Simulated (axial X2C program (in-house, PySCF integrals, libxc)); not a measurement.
**Linear InOH at several levels**

Aim: the two bond lengths and stretching wavenumbers of linear InOH, with and without spin–orbit coupling, at PBE0, HF, BHandHLYP, MP2.

The runs use an in-house X2C program for linear molecules on PySCF integrals; all-electron X2C, two-component (2c) or spin-free, In dyall-v3z, O dyall-av3z, H dyall-v3z.

All values are calculated.

1 further run of the same task is left out (set aside as unsound or not needed).

## (1) Set-up

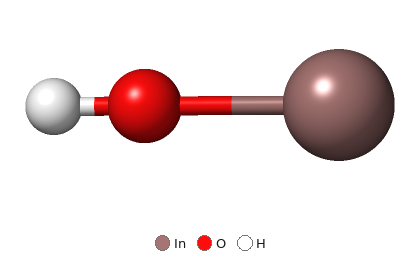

The atoms on one line, bonds 2.050 and 0.960 Å (indium brown, oxygen red, hydrogen white).

task.json

```json
{"zs": [49, 8, 1], "q": 0, "bas": ["dyall-v3z", "dyall-av3z", "dyall-v3z"], "r0": [2.05, 0.96], "symm": 0, "scan": ["PBE0", "HF", "BHandHLYP"], "levels": ["PBE0", "HF", "LDA"], "nst": 2}
```

Keys: zs atomic numbers; q charge; bas basis sets; r0 starting distance in Å; symm equal bonds; scan levels of the two-bond scan (MP2 follows by itself at each HF point); levels methods; nst determinants followed.

The run is started by

```
> python solin.py task.json out
```

Masses In 114.904, O 15.995, H 1.008 u.

## (2) Scan at PBE0, 2c

State: Ω = 0 (all partner blocks equally filled). Energies above the lowest point, from the job's result record:

| r(In–O) (Å) | r(O–H) (Å) | E (meV) |
| --- | --- | --- |
| 1.9403 | 0.9301 | 43.61 |
| 1.9403 | 0.9540 | 27.91 |
| 1.9403 | 0.9778 | 43.25 |
| 1.9900 | 0.9301 | 15.74 |
| 1.9900 | 0.9540 | 0.00 |
| 1.9900 | 0.9778 | 15.34 |
| 1.9900 | 1.0017 | 57.08 |
| 2.0397 | 0.9301 | 32.06 |
| 2.0397 | 0.9540 | 16.23 |
| 2.0397 | 0.9778 | 31.50 |
| 2.0895 | 0.9540 | 66.75 |
| 2.0895 | 1.0017 | 123.51 |

A quadratic surface with cubic terms in each bond gives the minimum at 1.995 and 0.954 Å, force constants 2.8, 8.77 and coupling -0.01 mdyn/Å.

## (3) Scan at HF, 2c

State: Ω = 0 (all partner blocks equally filled). Energies above the lowest point, from the job's result record:

```csv
r(In–O) (Å),r(O–H) (Å),E (meV)
1.9403,0.9301,21.64
1.9403,0.9540,32.55
1.9403,0.9778,74.77
1.9900,0.9301,0.00
1.9900,0.9540,10.65
1.9900,0.9778,52.62
1.9900,1.0017,121.43
2.0397,0.9301,23.81
2.0397,0.9540,34.17
2.0397,0.9778,75.86
2.0895,0.9540,92.78
2.0895,1.0017,202.37
```

A quadratic surface with cubic terms in each bond gives the minimum at 1.987 and 0.935 Å, force constants 2.99, 9.95 and coupling -0.04 mdyn/Å.

## (4) Scan at BHandHLYP, 2c

State: Ω = 0 (all partner blocks equally filled). Energies above the lowest point, from the job's result record:

| r(In–O) (Å) | r(O–H) (Å) | E (meV) |
| --- | --- | --- |
| 1.9403 | 0.9301 | 29.48 |
| 1.9403 | 0.9540 | 25.77 |
| 1.9403 | 0.9778 | 52.92 |
| 1.9900 | 0.9301 | 3.81 |
| 1.9900 | 0.9540 | 0.00 |
| 1.9900 | 0.9778 | 27.08 |
| 1.9900 | 1.0017 | 80.49 |
| 2.0397 | 0.9301 | 23.07 |
| 2.0397 | 0.9540 | 19.12 |
| 2.0397 | 0.9778 | 46.08 |
| 2.0895 | 0.9540 | 73.08 |
| 2.0895 | 1.0017 | 153.02 |

A quadratic surface with cubic terms in each bond gives the minimum at 1.992 and 0.945 Å, force constants 2.89, 9.23 and coupling -0.02 mdyn/Å.

## (5) The levels side by side

| level | r(In–O) (Å) | r(O–H) (Å) | lower stretch (cm⁻¹) | upper stretch (cm⁻¹) |
| --- | --- | --- | --- | --- |
| PBE0, 2c | 1.995 | 0.954 | 566.1 | 3965.7 |
| HF, 2c | 1.987 | 0.935 | 584.6 | 4224.2 |
| BHandHLYP, 2c | 1.992 | 0.945 | 574.8 | 4067.9 |
| MP2, 2c | 1.989 | 0.957 | 570.0 | 3937.5 |
| PBE0, spin-free | 1.995 | 0.954 | 566.1 | 3965.5 |
| HF, spin-free | 1.987 | 0.935 | 584.5 | 4224.0 |
| BHandHLYP, spin-free | 1.992 | 0.945 | 574.8 | 4067.7 |
| MP2, spin-free | 1.988 | 0.957 | 570.0 | 3937.1 |

Scans not shown above were run alike.

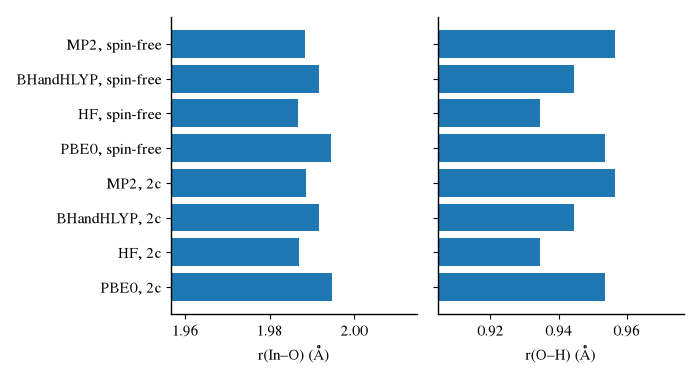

The two bond lengths by level.

What this shows: Over the levels the In–O bond spans 1.987 to 1.995 Å and the O–H bond 0.935 to 0.957 Å. At PBE0 spin–orbit coupling leaves both bonds unchanged to 0.001 Å. Each state is one determinant, the lowest of a limited PBE0 search; the stretches come from a fit to few points and are good to some per cent at best. MP2 freezes inner shells (threshold -2 hartree). The molecule was held linear; bending was not examined, so a bent shape may lie lower.
